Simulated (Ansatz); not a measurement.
Input file:

```
crystal:
  periodic: [false, false, false]
  atoms:
    - {symbol: S, position_ang: [-1.599958, 0.514241, 1.292747]}
    - {symbol: Ge, position_ang: [0.012488, 0.015636, -0.109782]}
    - {symbol: S, position_ang: [1.529874, -1.105251, 1.011258]}
    - {symbol: Cl, position_ang: [-0.647670, -1.168993, -1.769683]}
    - {symbol: Cl, position_ang: [0.768100, 1.823629, -0.978482]}
    - {symbol: H, position_ang: [-1.950179, 1.609120, 0.595921]}
    - {symbol: H, position_ang: [1.948445, -1.756481, -0.087681]}
basis:
  gaussian: {orbitals: def2-TZVPP}
hamiltonian: {xc: pbe0, dispersion: d4}
output: {orbitals: {seedname: orbitals}}
```

Run with:

```sh
ansatz run in.yaml --threads 4 --pin off --events-out ev --progress --plain --max-ram 10444MiB
```

Geometry: PBE0-D4/def2-TZVP.

Method: RKS PBE0-D4/def2-TZVPP in Ansatz 0.2.0.

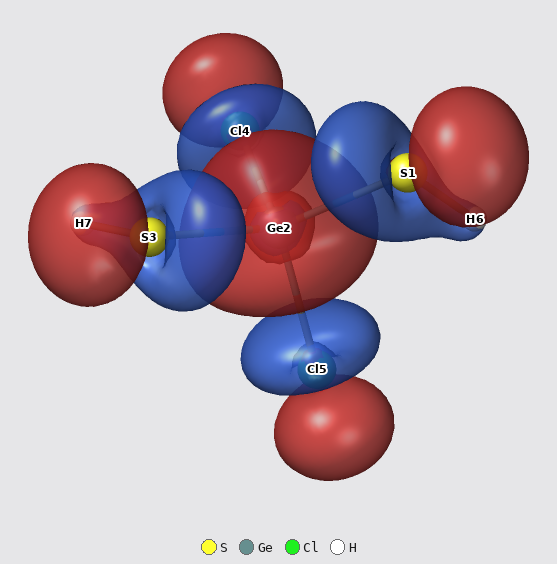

Cl₂GeH₂S₂ (SMILES [SH][Ge]([SH])([Cl])[Cl]). The LUMO at ±0.1 Å⁻³ᐟ² (red and blue are the two phases), seen from one side.

> What is the character of this orbital?

Its weight (Hirshfeld) is mainly on Ge2 (about 25 %), S1 (about 20 %), S3 (about 20 %), Cl4 (about 15 %) and Cl5 (about 15 %). Its energy is −1.81 eV.
